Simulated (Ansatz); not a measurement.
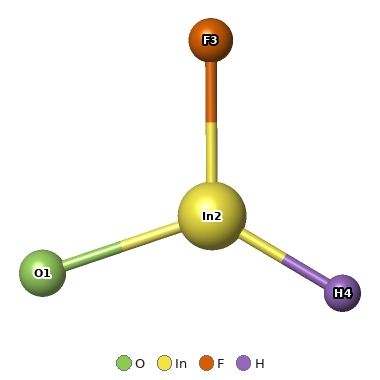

The system is FHInO, SMILES [O][InH][F], spin multiplicity 2; the picture shows the reference structure. 
- Coordinates scanned: (1) bond length In2–F3; (2) bond length In2–H4.
- Nothing is relaxed (all other coordinates rigid).
- The scan uses a 13 × 13 grid. At 47 points there is no value.
- Energies are in kJ/mol, from the lowest grid point.
- Computed with UKS PBE-D4/def2-SVP (Ansatz).

Its coordinates:

```yaml
atoms:
  - { symbol: O, position_ang: [-1.8481, -0.6455, 0.0464] }
  - { symbol: In, position_ang: [0.0289, 0.1242, -0.0866] }
  - { symbol: F, position_ang: [1.2702, -1.0860, 0.8660] }
  - { symbol: H, position_ang: [0.6044, 1.5470, -0.8460] }
```

Range: bond length In2–F3 from 1.662 to 2.571 Å; bond length In2–H4 from 1.507 to 2.140 Å.

### Predict the map.

The lowest grid point is at bond length In2–F3 = 1.965 Å, bond length In2–H4 = 1.718 Å. The highest grid point, bond length In2–F3 = 1.662 Å, bond length In2–H4 = 2.140 Å, lies 231 kJ/mol above the lowest.

```
bond length In2–H4 ↓, bond length In2–F3 →  1.662  1.737  1.813  1.889  1.965  2.041  2.117  2.192  2.268  2.344  2.420  2.496  2.571
                                     2.140    231    147     96     70     61     65     76     93    113    135    158      –    201
                                     2.088    220      –     85      –     50      –     65      –    102      –    147      –    191
                                     2.035    210    125     74     48     39     43     54     71     92    114    137    159    180
                                     1.982    200      –     64      –     29      –      –      –     82      –    127      –    171
                                     1.929    191    106     55      –     20     24     35     52     73     95    118    140    162
                                     1.876    183      –     47      –     12      –     27      –     65      –    110      –    154
                                     1.824    177     93     41     15      6     10     21     38     59     81    104      –    148
                                     1.771    173      –     37      –      2      –     17      –     54      –      –      –    144
                                     1.718    172     87     35      9      0      3     15     32     53     75     98    121    143
                                     1.665      –      –      –      –      1      –     16      –     54      –    100      –    144
                                     1.612    179     94     42     16      7     10     22     39     59     82    105    128    150
                                     1.560    190      –     52      –     16      –     31      –      –      –      –      –    159
                                     1.507    206    120     68      –     32     35     47     64     85    107    130      –    175
```

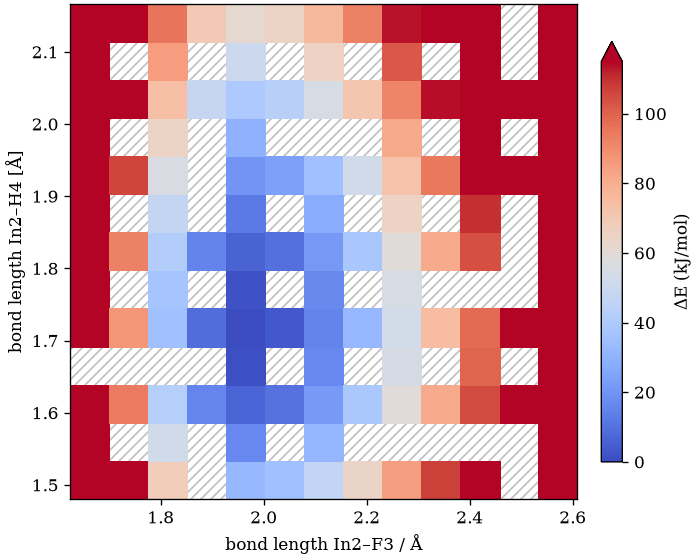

In the figure: one coloured cell a grid point, one colour for all values above the top of the scale, hatched blanks where no value was computed.

Time for the 122 points that were run: 14 min on 1 thread of Arm Neoverse V2 (shared host).
